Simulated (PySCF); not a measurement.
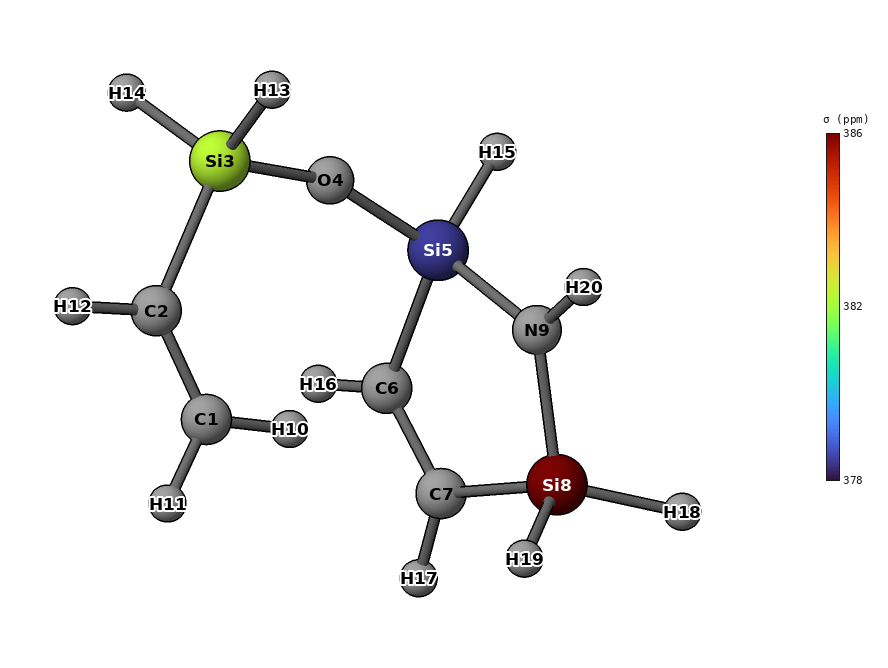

Atoms are coloured by their isotropic NMR shieldings (Si only, the others grey). The computed structure is the end point of a GFN2-xTB optimisation. No frequency run is at hand to confirm it as a minimum. Properties computed with GIAO PBE0/pcSseg-1 NMR shielding, non-relativistic, gas phase (PySCF 2.14.0).

List the isotropic NMR shieldings of the Si atoms.

| atom | σ (ppm) |
| --- | --- |
| Si3 | 382.3 |
| Si5 | 378.5 |
| Si8 | 386.0 |

The geometry is semi-empirical. Around Si such bond lengths and angles can be off by a tenth of an ångström or more and by several degrees, and values that hang on the shape move with them.
